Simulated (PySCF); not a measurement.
Vertical excitations of a molecule C3H9AlO from TDA-CAM-B3LYP/def2-SVPD (PySCF), as energy in eV (oscillator strength): 6.07 (0.000), 6.23 (0.076), 7.28 (0.058), 7.54 (0.027), 7.69 (0.057), 7.76 (0.041), 7.85 (0.071), 8.28 (0.001), 8.33 (0.075), 8.48 (0.001). Lowest triplet (TDA): 5.75 eV. The structure is a stationary point at r2SCAN-D4/def2-SVP. Other conformers were not sampled.

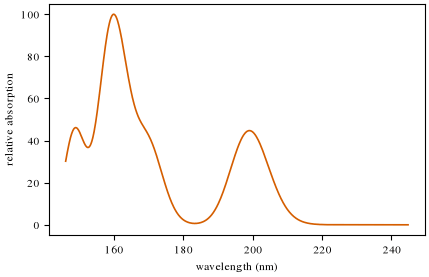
The lines broadened by 0.4 eV.

### Question
Which molecule gave these data?
(A) C[CH](C)[AlH][OH]
(B) C[O][Al]([CH3])[CH3]
(C) C[CH2][Al]([CH3])[OH]
(D) C[CH2][AlH][O]C

### Answer
C, C[CH2][Al]([CH3])[OH]
